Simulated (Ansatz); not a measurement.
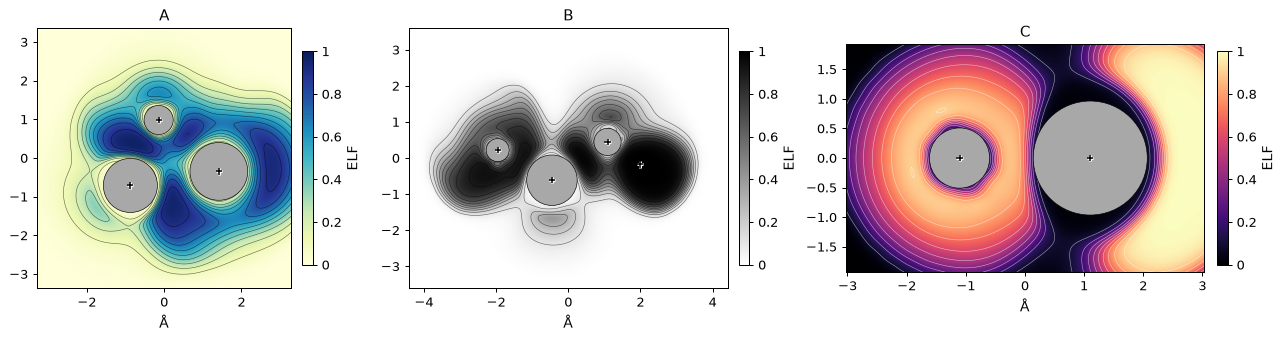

The ELF of 3 systems, each on a plane through atoms (crosses mark nuclei in the plane; grey discs cover the cores).

Method: isolated molecule in a Gaussian basis; Hartree-Fock (Ansatz 0.2.0).

System 1: MgCl (doublet), a plane that holds the molecular axis. Geometry: PBE0-D4/def2-TZVP.

```yaml
atoms:
  - { symbol: Mg, position_ang: [0.9553, -0.3653, 0.4753] }
  - { symbol: Cl, position_ang: [-0.9259, 0.3052, -0.4712] }
```

System 2: CH5AsSi, the plane of atoms C1, As3 and Si2. Geometry: PBE0-D4/def2-TZVP.

```xyz
8

C    -0.7703    0.0179   -0.5760
Si    0.7078    0.6631    0.3157
As   -0.5381   -1.1227    1.1072
H    -0.6672   -0.5240   -1.5093
H    -1.6907    0.5918   -0.5223
H     0.5813    1.9739    0.9905
H     2.0408    0.4223   -0.2771
H     0.4284   -2.0794    0.4156
```

System 3: CH7NSi (SMILES C[SiH2]N), the plane of atoms Si2, C1 and H4. Geometry: PBE0-D4/def2-TZVP.

```yaml
atoms:
  - { symbol: C, position_ang: [-1.1640, 0.5237, -0.5505] }
  - { symbol: Si, position_ang: [0.2013, -0.6652, -0.0767] }
  - { symbol: N, position_ang: [1.4781, -0.0209, 0.8797] }
  - { symbol: H, position_ang: [-1.9218, 0.0163, -1.1550] }
  - { symbol: H, position_ang: [-0.7732, 1.3610, -1.1345] }
  - { symbol: H, position_ang: [-1.6579, 0.9309, 0.3357] }
  - { symbol: H, position_ang: [0.8185, -1.1924, -1.3249] }
  - { symbol: H, position_ang: [-0.3992, -1.7842, 0.7005] }
  - { symbol: H, position_ang: [2.1652, 0.5930, 0.4744] }
  - { symbol: H, position_ang: [1.3362, 0.1867, 1.8544] }
```

Question: Which map belongs to which system?

Answer: Panel A is system 2, CH5AsSi: the plane holds C, Si and As. C–Si (1.84 Å): the ELF peaks at about 0.95 between the atoms, as expected for a covalent bond. Panel B is system 3, CH7NSi: the plane holds C, Si, N and H. Si–N (1.72 Å): the ELF peaks at about 0.95 between the atoms; a shared but strongly polarised pair. Panel C is system 1, MgCl: the plane holds Mg and Cl. Mg–Cl (2.21 Å): the ELF peaks at about 0.85 in the valence shell of Cl, 0.9 Å from its nucleus, and falls to about 0.05 next to Mg; an ionic contact with no shared pair.
